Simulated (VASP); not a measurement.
Band structure of TbNiAs (space group P-6m2). All values below come from PBEsol GGA, VASP's PBE PAW potentials (set 64) (plane waves; VASP).

The 4f electrons are frozen in the core of the lanthanide potential, so 4f levels, which can set the real gap, and their magnetism are missing.

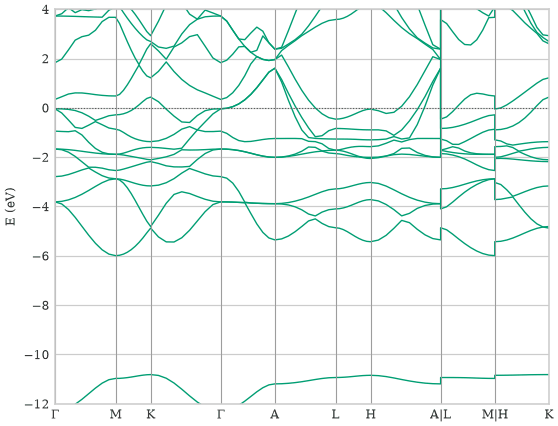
Bands along high-symmetry lines, zero at the valence-band maximum or, without a gap, the Fermi level

### Question
Read the plot: is there a gap, and where are the band edges?

### Answer
It has no gap at this level: it comes out as a metal or semimetal. (Edges off the drawn lines would not show.)

The structure comes from a computed database's TbNiAs entry (P-6m2); how it stands against other phases isn't given here. It was relaxed first. The run is not spin-polarised, so no magnetic state was tried.
